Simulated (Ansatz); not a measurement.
Input file:

```
crystal:
  periodic: [false, false, false]
  atoms:
    - {symbol: Sn, position_ang: [-0.647745, 0.034134, 0.912329]}
    - {symbol: O, position_ang: [1.420287, 1.060688, -0.222562]}
    - {symbol: C, position_ang: [-0.915494, -0.876387, -0.819769]}
    - {symbol: H, position_ang: [1.091806, 0.478594, -0.934729]}
    - {symbol: H, position_ang: [-1.209098, 1.593055, 1.285934]}
    - {symbol: H, position_ang: [0.331069, -0.597526, 2.156235]}
    - {symbol: H, position_ang: [2.307120, 0.757240, -0.001789]}
    - {symbol: H, position_ang: [-1.691768, -0.515875, -1.485235]}
    - {symbol: H, position_ang: [-0.686178, -1.933924, -0.890412]}
basis:
  gaussian: {orbitals: def2-TZVPP}
hamiltonian: {xc: pbe0, dispersion: d4}
output: {orbitals: {seedname: orbitals}}
```

Run with:

```sh
ansatz run in.yaml --threads 4 --pin off --events-out ev --progress --plain --max-ram 9574MiB
```

The product side of a reaction path; geometry: PBE0-D4/def2-TZVP; core potentials replace the inner electrons of Sn.

Computed with Ansatz, RKS PBE0-D4/def2-TZVPP.

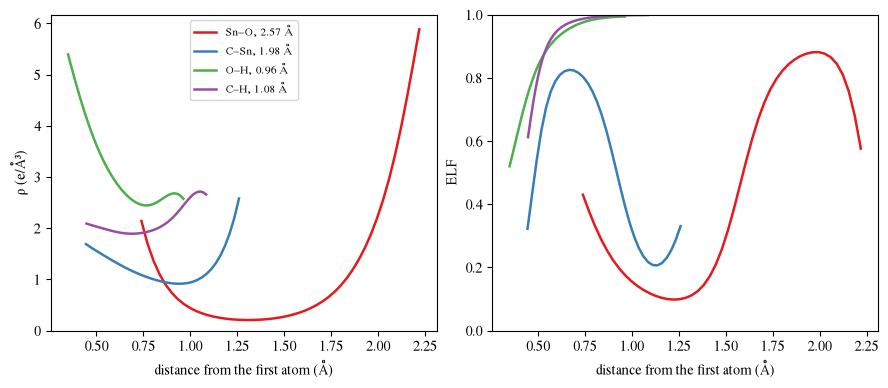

CH$_{4}$Sn···H$_{2}$O. Electron density and ELF along straight lines between neighbouring atoms. The curves leave out the atomic cores.

Compare the contacts.

Answer. Sn1···O2 (2.57 Å): the density falls to about 0.21 e/Å³ on the way; the ELF dips to about 0.10 between them.
C–Sn (1.98 Å): ρ is about 0.93 e/Å³ halfway; the ELF peaks at about 0.85 in the valence shell of C, 0.7 Å from its nucleus, and drops to about 0.20 between the two atoms.
O–H (0.96 Å): ρ at the midpoint is about 3.8 e/Å³; the ELF climbs to about 1 towards the hydrogen, as it does in any bond to H (an ordinary covalent bond to hydrogen).
C–H (1.08 Å): ρ is about 2 e/Å³ halfway; the ELF climbs to about 1 towards the hydrogen; an ordinary covalent bond to hydrogen.
